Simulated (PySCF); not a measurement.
## A study: BiH2(iPr) (C₃H₉Bi)

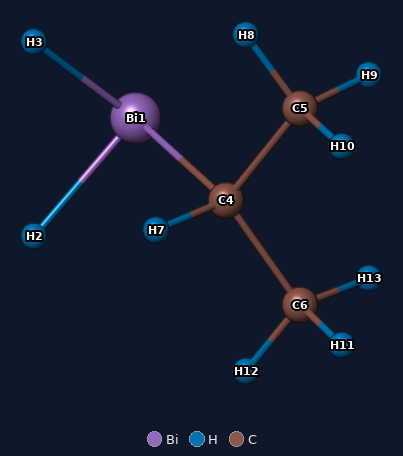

The molecule, with its atoms numbered as below. No frequency check shows the geometry to be a minimum.

Geometry (Å), atoms numbered from 1:

```
Bi1     -0.6237    0.0000   -0.0415
H2      -0.9312   -1.2432    1.1906
H3      -0.9329    1.2397    1.1926
C4       1.6299   -0.0032    0.4330
C5       2.2837    1.2563   -0.1217
C6       2.2854   -1.2534   -0.1237
H7       1.7125   -0.0069    1.5177
H8       1.8283    2.1480    0.3038
H9       2.1822    1.3021   -1.2057
H10      3.3489    1.2719    0.1151
H11      3.3506   -1.2679    0.1131
H12      1.8312   -2.1463    0.3004
H13      2.1839   -1.2976   -1.2077
```

## 1. Bonding charge

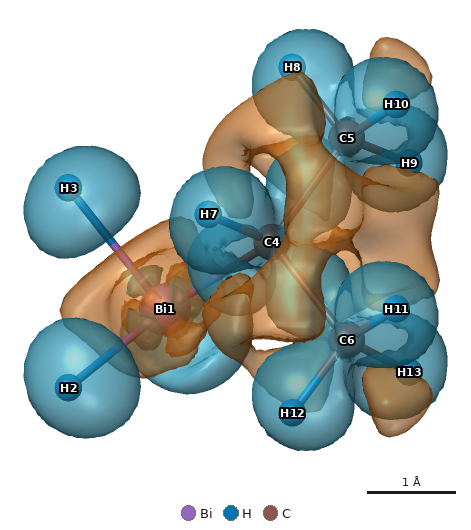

Deformation density (molecule less spherical, spin-averaged free atoms at the same positions), surfaces at ±0.05 e/Å³; light blue: gain, orange: loss.

Method: PBE0/def2-SVPD; geometry: GFN2-xTB; program: PySCF. Core potentials replace the inner electrons of Bi; spin–orbit coupling isn't included.

> How much density has each bond gained at its critical point, relative to the free atoms?

C4–H7: +0.70 e/Å³ at the bond critical point (bond length 1.09 Å). C5–H8 and C6–H12: +0.67 e/Å³ at the bond critical point (bond length 1.09 Å). C5–H9 and C6–H13: +0.67 e/Å³ at the bond critical point (bond length 1.09 Å). C5–H10 and C6–H11: +0.66 e/Å³ at the bond critical point (bond length 1.09 Å). C4–C6 and C4–C5: +0.45 e/Å³ at the bond critical point (bond length 1.52 Å). Bi1–H3 and Bi1–H2: +0.15 e/Å³ at the bond critical point (bond length 1.78 Å). Bi1–C4: +0.10 e/Å³ at the bond critical point (bond length 2.30 Å). In all, 2.6 electrons gather in the regions of gain relative to the promolecule. A small or negative value marks a very polar bond, one between electron-rich atoms, whose free-atom densities already overlap strongly, a long bond to a heavier atom, or a closed-shell contact such as a hydrogen bond.

> Where do the Hirshfeld charges lie?

The highest Hirshfeld charge is on Bi1 (+0.26 e), the lowest on C5 and C6 (−0.12 e).

```json
{"atom": "Bi1", "charge (e)": "+0.26"}
{"atom": "H2", "charge (e)": "−0.09"}
{"atom": "H3", "charge (e)": "−0.09"}
{"atom": "C4", "charge (e)": "−0.08"}
{"atom": "C5", "charge (e)": "−0.12"}
{"atom": "C6", "charge (e)": "−0.12"}
{"atom": "H7", "charge (e)": "+0.03"}
{"atom": "H8", "charge (e)": "+0.04"}
{"atom": "H9", "charge (e)": "+0.03"}
{"atom": "H10", "charge (e)": "+0.04"}
{"atom": "H11", "charge (e)": "+0.04"}
{"atom": "H12", "charge (e)": "+0.04"}
{"atom": "H13", "charge (e)": "+0.03"}
```

## 2. Bond critical points

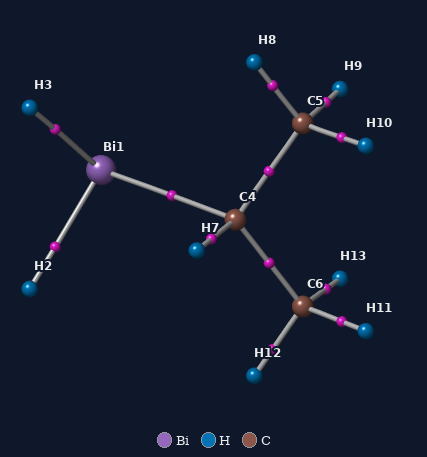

Molecular graph of the electron density (QTAIM): bond paths, bond critical points (magenta), ring points (cyan, if any); weak paths are dashed.

> How many critical points of each kind are there, and does the count close?

13 nuclei, 12 bond, 0 ring and 0 cage critical points: 13 − 12 + 0 − 0 = 1, as the Poincaré–Hopf relation requires.

> What does the calculation give at each kind of bond critical point?

```json
{"bond": "C4–H7", "length (Å)": "1.088", "ρ (a.u.)": "0.279", "∇²ρ (a.u.)": "−1.02", "ε": "0.02", "H (a.u.)": "−0.301"}
{"bond": "C5–H8 (2 alike)", "length (Å)": "1.088", "ρ (a.u.)": "0.277", "∇²ρ (a.u.)": "−1.01", "ε": "0.01", "H (a.u.)": "−0.298"}
{"bond": "C5–H9 (2 alike)", "length (Å)": "1.090", "ρ (a.u.)": "0.275", "∇²ρ (a.u.)": "−0.99", "ε": "0.01", "H (a.u.)": "−0.295"}
{"bond": "C5–H10 (2 alike)", "length (Å)": "1.091", "ρ (a.u.)": "0.274", "∇²ρ (a.u.)": "−0.98", "ε": "0.00", "H (a.u.)": "−0.292"}
{"bond": "C4–C6 (2 alike)", "length (Å)": "1.517", "ρ (a.u.)": "0.246", "∇²ρ (a.u.)": "−0.56", "ε": "0.02", "H (a.u.)": "−0.199"}
{"bond": "Bi1–H3 (2 alike)", "length (Å)": "1.776", "ρ (a.u.)": "0.110", "∇²ρ (a.u.)": "+0.10", "ε": "0.01", "H (a.u.)": "−0.046"}
{"bond": "Bi1–C4", "length (Å)": "2.303", "ρ (a.u.)": "0.091", "∇²ρ (a.u.)": "+0.08", "ε": "0.01", "H (a.u.)": "−0.032"}
```

> What kind of interaction is Bi1–C4?

Polar or intermediate (positive Laplacian, negative energy density H): ρ = 0.091, ∇²ρ = +0.08, H = −0.032 a.u.

## 3. Electrostatic potential

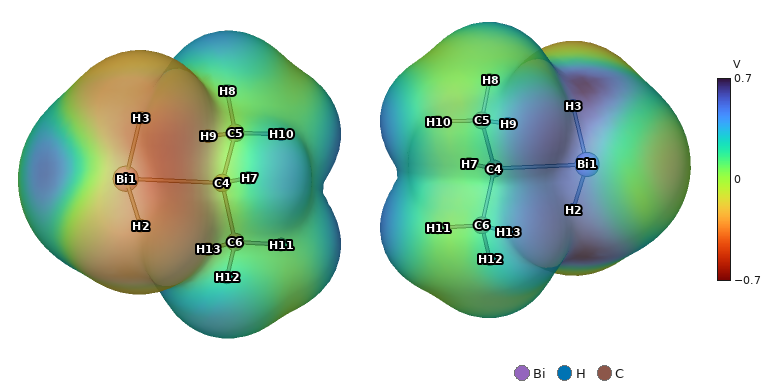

Electrostatic potential on the surface of electron density 0.001 a.u. (back view left, front view right).

> Where are the extremes of the potential on the surface?

Highest: 0.65 V, near H12 (2.25 Å), Bi1 (2.31 Å) and H2 (2.33 Å), and at like points elsewhere. Further maxima include 0.51 V, off the Bi1–H2 bond (2.3 to 2.4 Å from its atoms); 0.43 V, 1.4 Å from H11, and at like points elsewhere. Lowest: −0.40 V, 1.7 Å from H3. Further minima include −0.11 V, 2.5 Å from Bi1; 0.01 V, about equally far (1.7 Å) from H11 and H12, over C6 (2.0 Å), and at like points elsewhere. The surface is sampled at points, so like sites can differ by a few per cent and only the strongest of them is named.

The PySCF run shown took 38 s on 1 thread of Arm Neoverse V1 (shared host).
